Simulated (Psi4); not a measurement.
**SO3 (sulfur trioxide) at MP3/6-311+G(d,p)**

Aim: the energy change on altering one bond length of SO3 (sulfur trioxide) at MP3/6-311+G**, from 2 runs. 

The results are computed with Psi4 1.11.

2 further runs of the same task are left out: 2 set aside as unsound or not needed.

## (1) The molecule

The species is SO3 (4 atoms), meant as a singlet with charge 0. SMILES: `O=S(=O)=O`. The shape is that of a PBE0-D4/def2-TZVP optimisation.

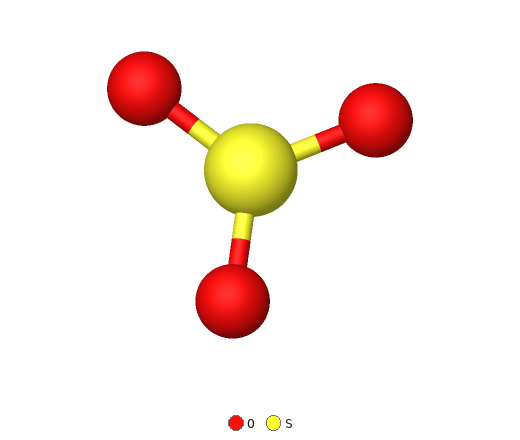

Viewed from a chosen angle; oxygen red, sulfur yellow.

## (2) A single-point energy at MP3/6-311+G(d,p)

The input, job.in:

```
memory 2200 MB

molecule m {
  0 1
  O     -1.121570    -0.684610     0.536720
  S      0.000010    -0.000030    -0.000040
  O      1.308940    -0.327680     0.440460
  O     -0.187380     1.012320    -0.977150
  symmetry c1
  no_reorient
  no_com
}

set globals {
  basis 6-311+G**
  puream true
  e_convergence 1e-09
  d_convergence 1e-08
  scf_type pk
  num_frozen_docc 8
  mp_type conv
}

energy_value, wavefunction = energy('mp3', return_wfn=True)
```

Run with:

```sh
psi4 -n 1 job.in job.out
```

job.out:

```text
[...]
  Running in c1 symmetry.
[...]
  Nuclear repulsion =  184.488954358715631
[...]
  Multiplicity = 1
[...]
  Nalpha       = 20
  Nbeta        = 20
[...]
    Number of basis functions: 96
[...]
   @RHF iter   1:  -621.84774495127692    3.07749e-01   7.85877e-03 ADIIS/DIIS
[...]
   @RHF iter  11:  -622.05757017289068   -1.13687e-12   2.71009e-09 DIIS
[...]
    Orbital Energies [Eh]
    ---------------------
    Doubly Occupied:
       1A    -92.293490     2A    -20.659193     3A    -20.659190
       4A    -20.659138     5A     -9.271540     6A     -6.957286
       7A     -6.955564     8A     -6.955564     9A     -1.605648
      10A     -1.454609    11A     -1.454604    12A     -0.877776
      13A     -0.762891    14A     -0.757815    15A     -0.757813
      16A     -0.625472    17A     -0.625471    18A     -0.574338
      19A     -0.574334    20A     -0.540265
[...]
  @RHF Final Energy:  -622.05757017289068
   => Energetics <=
    Nuclear Repulsion Energy =            184.4889543587156311
    One-Electron Energy =               -1223.0490450551928916
    Two-Electron Energy =                 416.5025205235867247
    Total Energy =                       -622.0575701728905642
[...]
 Multipole Moments:
 ------------------------------------------------------------------------------------
     Multipole            Electronic (a.u.)      Nuclear  (a.u.)        Total (a.u.)
 ------------------------------------------------------------------------------------
 L = 1.  Multiply by 2.5417464519 to convert [e a0] to [Debye]
 Dipole X            :         -0.0001036            0.0001512            0.0000476
 Dipole Y            :          0.0003607           -0.0004535           -0.0000928
 Dipole Z            :          0.0006343           -0.0007559           -0.0001216
 Magnitude           :                                                    0.0001603
[...]
	SCS-MP2 Total Energy (a.u.)        :  -622.77589748760863
	SOS-MP2 Total Energy (a.u.)        :  -622.75946527873793
[...]
	SOS-PI-MP2 Total Energy (a.u.)     :  -622.81345720995705
[...]
	MP2 Total Energy (a.u.)            :  -622.80876190535002
[...]
	SCS-MP3 Total Energy (a.u.)        :  -622.76795737842349
[...]
	MP3 Total Energy (a.u.)            :  -622.77700146860923
[...]
```

Run time: 11 s. Hardware: 1 thread of Intel Xeon at 2.70GHz, shared host; peak memory 0.71 GiB.

## (3) The distorted shape

The input, o3s.json:

```json
{
 "schema_name": "qcschema_input",
 "schema_version": 1,
 "molecule": {
  "schema_name": "qcschema_molecule",
  "schema_version": 2,
  "symbols": ["O", "S", "O", "O"],
  "geometry": [-4.66285764, -2.84614108, 2.23146042, 1.89e-05, -5.669e-05, -7.559e-05, 2.47353811, -0.61922546, 0.83234877, -0.35409688, 1.91300755, -1.84654588],
  "molecular_charge": 0,
  "molecular_multiplicity": 1,
  "fix_symmetry": "c1"
 },
 "driver": "energy",
 "model": {
  "method": "mp3",
  "basis": "6-311+G**"
 },
 "keywords": {
  "puream": true,
  "e_convergence": 1e-09,
  "d_convergence": 1e-08,
  "scf_type": "pk",
  "num_frozen_docc": 8,
  "mp_type": "conv"
 }
}
```

Run with:

```sh
psi4 --qcschema o3s.json -n 1 --memory 2200MB
```

stdout:

```text
[...]
  Running in c1 symmetry.
[...]
  Nuclear repulsion =  147.737601444456715
[...]
  Multiplicity = 1
[...]
  Nalpha       = 20
  Nbeta        = 20
[...]
    Number of basis functions: 96
[...]
   @RHF iter   1:  -620.68967300292297    2.65593e-01   1.17064e-02 ADIIS/DIIS
[...]
   @RHF iter  15:  -621.91122337686681   -6.02540e-12   5.05136e-09 DIIS
[...]
    Orbital Energies [Eh]
    ---------------------
    Doubly Occupied:
       1A    -92.194923     2A    -20.724619     3A    -20.635127
       4A    -20.635097     5A     -9.181580     6A     -6.864343
       7A     -6.862162     8A     -6.860839     9A     -1.534389
      10A     -1.426052    11A     -1.280548    12A     -0.880935
      13A     -0.714453    14A     -0.712514    15A     -0.683817
      16A     -0.602224    17A     -0.602214    18A     -0.553695
      19A     -0.530446    20A     -0.504857
[...]
  @RHF Final Energy:  -621.91122337686681
   => Energetics <=
    Nuclear Repulsion Energy =            147.7376014444567147
    One-Electron Energy =               -1151.3279758959527044
    Two-Electron Energy =                 381.6791510746291465
    Total Energy =                       -621.9112233768669284
[...]
 Multipole Moments:
 ------------------------------------------------------------------------------------
     Multipole            Electronic (a.u.)      Nuclear  (a.u.)        Total (a.u.)
 ------------------------------------------------------------------------------------
 L = 1.  Multiply by 2.5417464519 to convert [e a0] to [Debye]
 Dipole X            :         -0.6467116            0.0045192           -0.6421924
 Dipole Y            :         -0.3948352            0.0027579           -0.3920773
 Dipole Z            :          0.3094295           -0.0021632            0.3072663
 Magnitude           :                                                    0.8127413
[...]
	SCS-MP2 Total Energy (a.u.)        :  -622.58021309843934
	SOS-MP2 Total Energy (a.u.)        :  -622.57102264619573
[...]
	SOS-PI-MP2 Total Energy (a.u.)     :  -622.62177643614416
[...]
	MP2 Total Energy (a.u.)            :  -622.59859400292623
[...]
	SCS-MP3 Total Energy (a.u.)        :  -622.57853460803369
[...]
	MP3 Total Energy (a.u.)            :  -622.59188004130363
[...]
```

The result, in JSON:

```text
{
 "driver": "energy",
 "model": {
  "method": "mp3",
  "basis": "6-311+G**"
 },
 "success": true,
 "return_result": -622.5918800413036,
 "properties": {
  "calcinfo_nbasis": 96,
  "calcinfo_nmo": 96,
  "calcinfo_nalpha": 20,
  "calcinfo_nbeta": 20,
  "calcinfo_natom": 4,
  "nuclear_repulsion_energy": 147.73760144445671,
  "return_energy": -622.5918800413036,
  "scf_one_electron_energy": -1151.3279758959527,
  "scf_two_electron_energy": 381.67915107462915,
  "scf_dipole_moment": [-0.6421924321685548, -0.39207732495914094, 0.30726634332938874],
  "scf_total_energy": -621.9112233768668,
  "scf_iterations": 15,
  "mp2_same_spin_correlation_energy": -0.17983272657566152,
  "mp2_opposite_spin_correlation_energy": -0.5075378994837942,
  "mp2_singles_energy": 0.0,
  "mp2_doubles_energy": -0.6873706260594559,
  "mp2_correlation_energy": -0.687370626059419,
  "mp2_total_energy": -622.5985940029262
 }
}
```

It took 12 s on 1 thread of Intel Xeon at 2.70GHz, shared host; peak memory 0.71 GiB.

## (4) Summary of results

At MP3/6-311+G**, 8 core orbitals frozen:

```
                                                         quantity          value
                                        first shape: total energy  -622.77700 Eh
                 first shape: HOMO energy (Hartree–Fock orbitals)      -14.70 eV
                 first shape: LUMO energy (Hartree–Fock orbitals)        0.56 eV
               first shape: HOMO–LUMO gap (Hartree–Fock orbitals)       15.26 eV
         first shape: correlation energy (8 core orbitals frozen)     -719.4 mEh
                                    distorted shape: total energy  -622.59188 Eh
             distorted shape: HOMO energy (Hartree–Fock orbitals)      -13.74 eV
             distorted shape: LUMO energy (Hartree–Fock orbitals)       -1.02 eV
           distorted shape: HOMO–LUMO gap (Hartree–Fock orbitals)       12.71 eV
     distorted shape: correlation energy (8 core orbitals frozen)     -680.7 mEh
energy change with the O1–S2 bond stretched from 1.419 to 3.123 Å       5.037 eV
```

What this shows: With the O1–S2 bond stretched from 1.419 to 3.123 Å the energy rises by 5.04 eV (486 kJ/mol). The first shape isn't relaxed at this level, so the change isn't measured from a minimum. A restricted reference can't describe the breaking bond well at this length.
